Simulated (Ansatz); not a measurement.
# Sn wire along [111], 38 atoms a period, H-terminated: bands by functional and under strain, part 3 of 3

Wanted: the relaxed geometry and the bands of the Sn wire along [111], 38 atoms a period, H-terminated.

Ansatz 0.2.0; DFT PBE, plane waves, PAW; relaxation of a wire's period; PAW set soft_1 (the session's first sound run).

So far, band gap on the path through both edges (eV): step 3 (the perfect wire, PBE) 1.13; step 4 (r2SCAN PBE, cutoff 500 eV, k-mesh 1×1×6) 1.43.

## Step 5: At a strained period, period over the relaxed period 1.03

This step: DFT PBE, plane waves, PAW; relaxation at a fixed period; PAW set soft_1 (Ansatz 0.2.0).

The period is set to 1.03 times the relaxed one and the atoms relax within it: strain changes bond lengths and angles, which shifts the bands against each other. Against the first PBE run of this kind, the mesh along the wire has 6 points against 7.

The cell differs from the one that the last finished run ended in (c 11.531 → 11.877 Å).

The input, input.yaml:

```yaml
crystal:
  lattice:
    - [19.062, 0.0, 0.0]
    - [0.0, 20.959, 0.0]
    - [0.0, 0.0, 11.8769790086]
  atoms:
    - { symbol: Sn, position: [0.256680768, 0.498786942, 0.001659406] }
    - { symbol: Sn, position: [0.379491462, 0.692269654, 0.001651858] }
    - { symbol: Sn, position: [0.5, 0.500001488, 0.999843737] }
    - { symbol: Sn, position: [0.620508538, 0.692269654, 0.001651858] }
    - { symbol: Sn, position: [0.256680768, 0.501213058, 0.248340594] }
    - { symbol: Sn, position: [0.379491462, 0.307730346, 0.248348142] }
    - { symbol: Sn, position: [0.377183617, 0.69105403, 0.248336032] }
    - { symbol: Sn, position: [0.5, 0.499998512, 0.250156263] }
    - { symbol: Sn, position: [0.620508538, 0.307730346, 0.248348142] }
    - { symbol: Sn, position: [0.622816383, 0.69105403, 0.248336032] }
    - { symbol: Sn, position: [0.743319232, 0.501213058, 0.248340594] }
    - { symbol: H, position: [0.181323083, 0.667324949, 0.283715369] }
    - { symbol: H, position: [0.5, 0.165320577, 0.283709196] }
    - { symbol: H, position: [0.818676917, 0.667324949, 0.283715369] }
    - { symbol: H, position: [0.181821649, 0.462049274, 0.297622195] }
    - { symbol: H, position: [0.304762866, 0.268366206, 0.297643454] }
    - { symbol: H, position: [0.37706143, 0.769593131, 0.297647988] }
    - { symbol: H, position: [0.62293857, 0.769593131, 0.297647988] }
    - { symbol: H, position: [0.695237134, 0.268366206, 0.297643454] }
    - { symbol: H, position: [0.818178351, 0.462049274, 0.297622195] }
    - { symbol: Sn, position: [0.255946971, 0.628155871, 0.334406886] }
    - { symbol: Sn, position: [0.377368128, 0.435599802, 0.333632703] }
    - { symbol: Sn, position: [0.5, 0.628789849, 0.333627413] }
    - { symbol: Sn, position: [0.5, 0.243677657, 0.334412152] }
    - { symbol: Sn, position: [0.622631872, 0.435599802, 0.333632703] }
    - { symbol: Sn, position: [0.744053029, 0.628155871, 0.334406886] }
    - { symbol: Sn, position: [0.256158648, 0.628044506, 0.580584692] }
    - { symbol: Sn, position: [0.377580298, 0.435716949, 0.582967183] }
    - { symbol: Sn, position: [0.5, 0.628565841, 0.58296375] }
    - { symbol: Sn, position: [0.5, 0.243913078, 0.580593539] }
    - { symbol: Sn, position: [0.622419702, 0.435716949, 0.582967183] }
    - { symbol: Sn, position: [0.743841352, 0.628044506, 0.580584692] }
    - { symbol: H, position: [0.180815345, 0.409067324, 0.618977449] }
    - { symbol: H, position: [0.253833689, 0.294057222, 0.618962406] }
    - { symbol: H, position: [0.426990202, 0.796867073, 0.618938116] }
    - { symbol: H, position: [0.573009798, 0.796867073, 0.618938116] }
    - { symbol: H, position: [0.746166311, 0.294057222, 0.618962406] }
    - { symbol: H, position: [0.819184655, 0.409067324, 0.618977449] }
    - { symbol: H, position: [0.180815345, 0.590932676, 0.631022551] }
    - { symbol: H, position: [0.253833689, 0.705942778, 0.631037594] }
    - { symbol: H, position: [0.426990202, 0.203132927, 0.631061884] }
    - { symbol: H, position: [0.573009798, 0.203132927, 0.631061884] }
    - { symbol: H, position: [0.746166311, 0.705942778, 0.631037594] }
    - { symbol: H, position: [0.819184655, 0.590932676, 0.631022551] }
    - { symbol: Sn, position: [0.256158648, 0.371955494, 0.669415308] }
    - { symbol: Sn, position: [0.377580298, 0.564283051, 0.667032817] }
    - { symbol: Sn, position: [0.5, 0.371434159, 0.66703625] }
    - { symbol: Sn, position: [0.5, 0.756086922, 0.669406461] }
    - { symbol: Sn, position: [0.622419702, 0.564283051, 0.667032817] }
    - { symbol: Sn, position: [0.743841352, 0.371955494, 0.669415308] }
    - { symbol: Sn, position: [0.255946971, 0.371844129, 0.915593114] }
    - { symbol: Sn, position: [0.377368128, 0.564400198, 0.916367297] }
    - { symbol: Sn, position: [0.5, 0.371210151, 0.916372587] }
    - { symbol: Sn, position: [0.5, 0.756322343, 0.915587848] }
    - { symbol: Sn, position: [0.622631872, 0.564400198, 0.916367297] }
    - { symbol: Sn, position: [0.744053029, 0.371844129, 0.915593114] }
    - { symbol: H, position: [0.181821649, 0.537950726, 0.952377805] }
    - { symbol: H, position: [0.304762866, 0.731633794, 0.952356546] }
    - { symbol: H, position: [0.37706143, 0.230406869, 0.952352012] }
    - { symbol: H, position: [0.62293857, 0.230406869, 0.952352012] }
    - { symbol: H, position: [0.695237134, 0.731633794, 0.952356546] }
    - { symbol: H, position: [0.818178351, 0.537950726, 0.952377805] }
    - { symbol: H, position: [0.181323083, 0.332675051, 0.966284631] }
    - { symbol: H, position: [0.5, 0.834679423, 0.966290804] }
    - { symbol: H, position: [0.818676917, 0.332675051, 0.966284631] }
    - { symbol: Sn, position: [0.377183617, 0.30894597, 0.001663968] }
    - { symbol: Sn, position: [0.622816383, 0.30894597, 0.001663968] }
    - { symbol: Sn, position: [0.743319232, 0.498786942, 0.001659406] }
kpoints:
  mp_grid: { grid: [1, 1, 6] }
  band_path: { path: ["Γ", Z], npoints: 90 }
scf:
  occupations: { method: fermi_dirac, width: 0.05 }
hamiltonian:
  xc: pbe
  pseudopotentials: { kind: paw, azcp: { folder: soft_1 } }
relax:
  max_steps: 40
  f_tol: 0.02
output:
  stress: true
```

Command:

```bash
$ ansatz run input.yaml --threads 16 --pin off --max-ram 61440MiB --backend cuda --events-out ev --progress --plain --runs-dir out --max-vram 78GiB
```

Numbers of over 12 decimals in the logs are rounded to 6 here.

Log:

```text
Warning: output.stress: scf.convergence.dr2_threshold = 1e-7 eV (the SCF's general default) is looser than the 6.8e-9 eV advised for a printed stress (1e-10 eV for each atom of the cell: 68). What an SCF threshold leaves in a stress goes as its square root, and in the free energy as the threshold itself, and one threshold admits the most on a small cell: [figures from the program's tests cut] Every solve of this run answers to scf.convergence.dr2_threshold,  [...]
[...]
Crystal: 68 atoms, lattice volume = 4745.096 Å³
Basis set: ecut = 420 eV, 92727 PW (Γ), exchange–correlation on 256×288×160 points (8 copies of the dense FFT grid, shifted against one another)
Bands: 349, of which v1, the nominal top of the filled ones, is band 281 counted from 1 (280 counted from 0)
Symmetry: 4 space group operations
[...]
k-points: 4 of 6
[...]
SCF iter   1: F=—  HF=-229394.454390 eV  |F-HF|=—  |Δ(HF+E_count)|=         —  Δρ=2.52e-2  dr2=3.19e1  ethr=3.10e-3  ⟨swp⟩=6.8  Hψ=6269  notcnv=0  defer=81
[...]
SCF iter   2: F=—  HF=-229387.037089 eV  |F-HF|=—  |Δ(HF+E_count)|=    7.42e0  Δρ=9.47e-3  dr2=6.81e0  ethr=3.10e-3  ⟨swp⟩=3.2  Hψ=1976  notcnv=0  defer=225
[...]
SCF iter   9: F=-229385.623645 eV  HF=-229385.623641 eV  |F-HF|=3.92e-6  |Δ(HF+E_count)|=   5.00e-5  Δρ=7.68e-6  dr2=5.84e-6  ethr=1.78e-9  ⟨swp⟩=5.0  Hψ=4450  notcnv=0
SCF 1 converged in 9 iterations: F = -229385.623645 eV  dr2 = 5.84e-6
[...]
relax step   1: F+E_penalty+E_count = -229385.62364518 eV  Δ(F+E_penalty+E_count) = +0.000e0 eV  max|allowed force component| = 2.570e-1 eV/Å  Δτ_max = 0.0000 Å  (9 SCF iters, dr2 threshold 1.00e-5 eV, accepted)
[...]
SCF 2 converged in 8 iterations: F = -229383.945653 eV  dr2 = 1.96e-6
[...]
relax step   2: F+E_penalty+E_count = -229383.94565338 eV  Δ(F+E_penalty+E_count) = +1.678e0 eV  max|allowed force component| = 2.139e0 eV/Å  Δτ_max = 0.1936 Å  (8 SCF iters, dr2 threshold 4.13e-6 eV, rejected (line search))
[...]
SCF 3 converged in 9 iterations: F = -229385.781556 eV  dr2 = 7.63e-8
[...]
relax step   3: F+E_penalty+E_count = -229385.78155617 eV  Δ(F+E_penalty+E_count) = -1.579e-1 eV  max|allowed force component| = 2.667e-1 eV/Å  Δτ_max = 0.0931 Å  (9 SCF iters, accepted)
[...]
relax step   4: F+E_penalty+E_count = -229385.82133343 eV  Δ(F+E_penalty+E_count) = -3.978e-2 eV  max|allowed force component| = 5.927e-2 eV/Å  Δτ_max = 0.0617 Å  (7 SCF iters, dr2 threshold 4.45e-6 eV, accepted)
[...]
SCF 5 converged in 8 iterations: F = -229385.829334 eV  dr2 = 1.58e-8
relax step   5: F+E_penalty+E_count = -229385.82933404 eV  Δ(F+E_penalty+E_count) = -8.001e-3 eV  max|allowed force component| = 3.893e-3 eV/Å  Δτ_max = 0.0309 Å  (8 SCF iters, accepted)
[...]
SCF converged after 8 iterations
[...]
- { symbol: Sn, position: [0.741115, 0.501128, 0.245755] }
    - { symbol: H, position: [0.182693, 0.666608, 0.290183] }
    - { symbol: H, position: [0.500000, 0.166757, 0.290183] }
    - { symbol: H, position: [0.817307, 0.666608, 0.290183] }
    - { symbol: H, position: [0.183192, 0.461642, 0.289521] }
    - { symbol: H, position: [0.305060, 0.269648, 0.289537] }
    - { symbol: H, position: [0.378133, 0.768720, 0.289534] }
    - { symbol: H, position: [0.621867, 0.768720, 0.289534] }
    - { symbol: H, position: [0.694940, 0.269648, 0.289537] }
    - { symbol: H, position: [0.816808, 0.461642, 0.289521] }
    - { symbol: Sn, position: [0.258133, 0.627008, 0.334432] }
    - { symbol: Sn, position: [0.377938, 0.435900, 0.335697] }
    - { symbol: Sn, position: [0.500000, 0.628192, 0.335691] }
    - { symbol: Sn, position: [0.500000, 0.245975, 0.334439] }
    - { symbol: Sn, position: [0.622062, 0.435900, 0.335697] }
    - { symbol: Sn, position: [0.741867, 0.627008, 0.334432] }
    - { symbol: Sn, position: [0.258715, 0.626704, 0.574610] }
    - { symbol: Sn, position: [0.378193, 0.436038, 0.581710] }
    - { symbol: Sn, position: [0.500000, 0.627924, 0.581706] }
    - { symbol: Sn, position: [0.500000, 0.246596, 0.574618] }
    - { symbol: Sn, position: [0.621807, 0.436038, 0.581710] }
    - { symbol: Sn, position: [0.741285, 0.626704, 0.574610] }
    - { symbol: H, position: [0.182265, 0.409635, 0.628834] }
    - { symbol: H, position: [0.255108, 0.294909, 0.628835] }
    - { symbol: H, position: [0.427168, 0.795443, 0.628815] }
    - { symbol: H, position: [0.572832, 0.795443, 0.628815] }
    - { symbol: H, position: [0.744892, 0.294909, 0.628835] }
    - { symbol: H, position: [0.817735, 0.409635, 0.628834] }
    - { symbol: H, position: [0.182265, 0.590365, 0.621166] }
    - { symbol: H, position: [0.255108, 0.705091, 0.621165] }
    - { symbol: H, position: [0.427168, 0.204557, 0.621185] }
    - { symbol: H, position: [0.572832, 0.204557, 0.621185] }
    - { symbol: H, position: [0.744892, 0.705091, 0.621165] }
    - { symbol: H, position: [0.817735, 0.590365, 0.621166] }
    - { symbol: Sn, position: [0.258715, 0.373296, 0.675390] }
    - { symbol: Sn, position: [0.378193, 0.563962, 0.668290] }
    - { symbol: Sn, position: [0.500000, 0.372076, 0.668294] }
    - { symbol: Sn, position: [0.500000, 0.753404, 0.675382] }
    - { symbol: Sn, position: [0.621807, 0.563962, 0.668290] }
    - { symbol: Sn, position: [0.741285, 0.373296, 0.675390] }
    - { symbol: Sn, position: [0.258133, 0.372992, 0.915568] }
    - { symbol: Sn, position: [0.377938, 0.564100, 0.914303] }
    - { symbol: Sn, position: [0.500000, 0.371808, 0.914309] }
    - { symbol: Sn, position: [0.500000, 0.754025, 0.915561] }
    - { symbol: Sn, position: [0.622062, 0.564100, 0.914303] }
    - { symbol: Sn, position: [0.741867, 0.372992, 0.915568] }
    - { symbol: H, position: [0.183192, 0.538358, 0.960479] }
    - { symbol: H, position: [0.305060, 0.730352, 0.960463] }
    - { symbol: H, position: [0.378133, 0.231280, 0.960466] }
    - { symbol: H, position: [0.621867, 0.231280, 0.960466] }
    - { symbol: H, position: [0.694940, 0.730352, 0.960463] }
    - { symbol: H, position: [0.816808, 0.538358, 0.960479] }
    - { symbol: H, position: [0.182693, 0.333392, 0.959817] }
    - { symbol: H, position: [0.500000, 0.833243, 0.959817] }
    - { symbol: H, position: [0.817307, 0.333392, 0.959817] }
    - { symbol: Sn, position: [0.378366, 0.310640, 0.00425044] }
    - { symbol: Sn, position: [0.621634, 0.310640, 0.00425044] }
    - { symbol: Sn, position: [0.741115, 0.498872, 0.00424468] }
```

It took 36 s on 1 × NVIDIA GB200 with 16 threads of Arm Neoverse V2, shared host; peak memory 2.6 GiB.

The steps of the relaxation:

```
step  energy less that of the first step (eV)  largest force component (eV/Å)
   1                                   0.0000                          0.2570
   2                                   1.6780                          2.1391
   3                                  -0.1579                          0.2667
   4                                  -0.1977                          0.0593
   5                                  -0.2057                          0.0039
```

Relaxation step 2 was tried and not accepted.

Forces are held to the 4 operations that the run works with; a distortion that breaks them can't arise in this run.

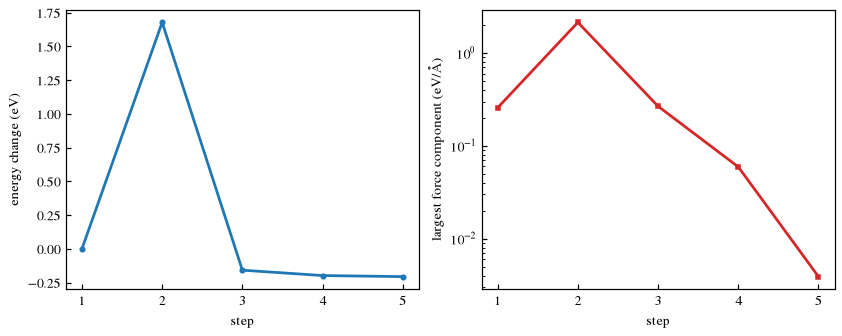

Energy and largest force along the relaxation.

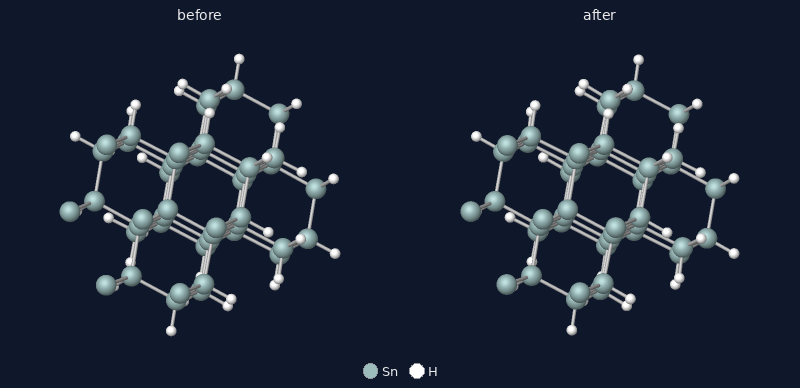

The structure before and after the relaxation, drawn at the same scale. Bonds to atoms that aren't drawn are left out.

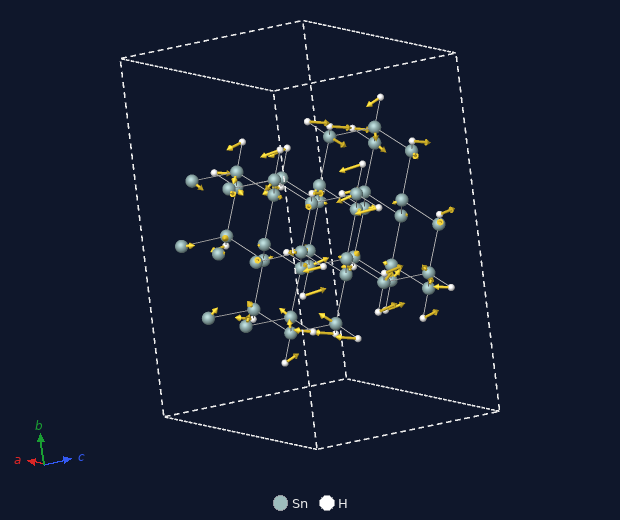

Displacements in the relaxation, exaggerated; the longest in the cell stands for 0.12 Å. Bonds to atoms that aren't drawn are left out. Some periodic images of atoms are drawn too.

The atoms that moved most (Å):

```
atom      dx      dy      dz  length
 H36  -0.003  -0.030   0.117   0.121
 H35   0.003  -0.030   0.117   0.121
 H42  -0.003   0.030  -0.117   0.121
 H41   0.003   0.030  -0.117   0.121
 H43  -0.024  -0.018  -0.117   0.121
 H40   0.024  -0.018  -0.117   0.121
 H37  -0.024   0.018   0.117   0.121
 H34   0.024   0.018   0.117   0.121
```

This step gave:

```
band gap on the path through both edges : 0.9854 eV
```

Electronic bands along the path, in eV, zero at the Fermi level; v1 is the highest filled band, c1 the lowest empty one:

```
point     v4     v3     v2     v1    c1    c2    c3    c4
    Γ  -1.01  -0.99  -0.99  -0.49  0.49  1.19  1.19  1.41
    Z  -1.08  -1.08  -0.97  -0.97  0.83  0.95  0.95  1.37
```

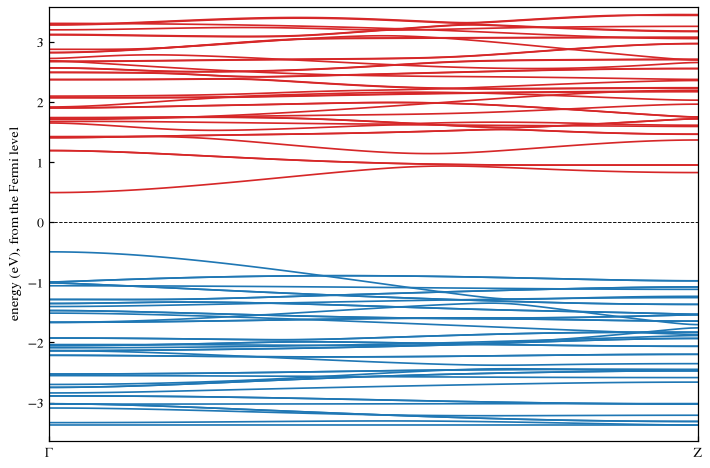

Electronic bands along the path; lines of filled and empty bands in two colours.

The gap is 0.985 eV, against 1.13 eV under PBE at the relaxed period.

## Step 6: Strain along the wire, period over the relaxed period 0.94

The period is set to 0.94 times the relaxed one and the atoms relax within it: strain changes bond lengths and angles, which shifts the bands against each other. Against the first PBE run of this kind, the mesh along the wire has 6 points against 7.

The cell differs from the one that the last finished run ended in (c 11.877 → 10.839 Å).

input.yaml: that of step 5 with these lines changed.

```diff
@@ -4,3 +4,3 @@
     - [0.0, 20.959, 0.0]
-    - [0.0, 0.0, 11.8769790086]
+    - [0.0, 0.0, 10.8391847263]
   atoms:
```

Log:

```text
[...]
Crystal: 68 atoms, lattice volume = 4330.476 Å³
Basis set: ecut = 420 eV, 84653 PW (Γ), exchange–correlation on 256×288×150 points (8 copies of the dense FFT grid, shifted against one another)
Bands: 349, of which v1, the nominal top of the filled ones, is band 281 counted from 1 (280 counted from 0)
Symmetry: 4 space group operations
[...]
k-points: 4 of 6
[...]
- { symbol: Sn, position: [0.748071, 0.630264, 0.334818] }
[...]
- { symbol: Sn, position: [0.748071, 0.369736, 0.915182] }
[...]
- { symbol: H, position: [0.819177, 0.537990, 0.932515] }
    - { symbol: H, position: [0.179513, 0.331723, 0.979781] }
    - { symbol: H, position: [0.5, 0.836580, 0.979798] }
    - { symbol: H, position: [0.820487, 0.331723, 0.979781] }
    - { symbol: Sn, position: [0.374877, 0.306033, -0.00459755] }
    - { symbol: Sn, position: [0.625123, 0.306033, -0.00459755] }
    - { symbol: Sn, position: [0.747249, 0.498430, -0.00460335] }
[key lines of the parts left out:]
SCF converged after 8 iterations
```

Wall time 30 s (1 × NVIDIA GB200 with 16 threads); peak memory 2.6 GiB; 1.7 min of CPU time.

The steps of the relaxation:

```
step  energy less that of the first step (eV)  largest force component (eV/Å)
   1                                   0.0000                          0.9218
   2                                   0.3036                          1.2465
   3                                  -1.0717                          0.1905
   4                                  -1.3006                          0.0542
   5                                  -1.3456                          0.0168
   6                                  -1.3487                          0.0111
```

Relaxation step 2 was tried and not accepted.

Forces are held to the 4 operations that the run works with; a distortion that breaks them can't arise in this run.

The atoms that moved most (Å):

```
atom      dx      dy      dz  length
 H39  -0.016   0.010   0.265   0.266
 H44   0.016   0.010   0.265   0.266
 H33  -0.016  -0.010  -0.265   0.266
 H38   0.016  -0.010  -0.265   0.266
 H37   0.017  -0.009  -0.265   0.266
 H34  -0.017  -0.009  -0.265   0.266
 H43   0.017   0.009   0.265   0.266
 H40  -0.017   0.009   0.265   0.266
```

Numbers from this step:

```yaml
band_gap_on_the_path_through_both_edges: 1.306 eV
```

The gap is 1.31 eV, against 1.13 eV under PBE at the relaxed period.

## Step 7: Summary of results

* cell length, PBE: 11.53 Å
* gap, PBE: 1.13 eV
* gap, r2SCAN: 1.43 eV
* gap, period scaled by 1.03: 0.985 eV
* gap, period scaled by 0.94: 1.31 eV

What this shows: Under PBE the cell's length is 11.53 Å, and a gap of 1.13 eV makes it a semiconductor. At the relaxed period the wire is gapped under every functional, from 1.13 eV (PBE) to 1.43 eV (r2SCAN). Weak screening in one dimension makes quasiparticle gaps larger than the semilocal gaps, as a rule. Strain matters: under PBE the gap goes from 1.13 eV to 1.31 eV at 0.94 times the period and 0.985 eV at 1.03 times the period.

[Logs are printed without paths, hosts, clocks, repeated set-up lines and the standing remarks that a program may print on its own settings, such as how far it seeks lower states.]

[Hosts, paths, dates, database ids (printed as entryN), source tags and the programs' standing remarks are cut or masked in the printed files.]
